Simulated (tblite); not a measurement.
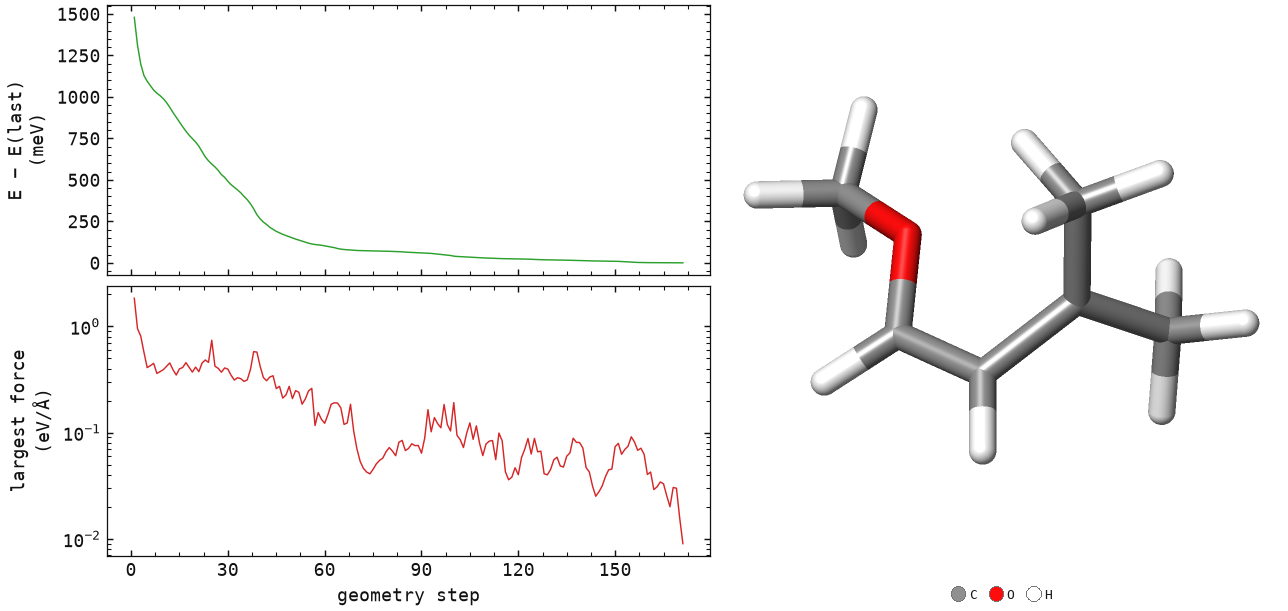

Beside the plot: the molecule at the start.

History of a geometry optimisation. The run: C₆H₁₁O (SMILES CO/C=C\[C+](C)C) (charge +1), by GFN2-xTB geometry optimisation, gas phase in tblite 0.8.0.

The optimisation met its thresholds at geometry 171, counting the start as the first. The energy fell by about 1500 meV from the first step to the last. The largest force goes from about 1.8 eV/Å at the start to 9 × 10⁻³ eV/Å at the end.
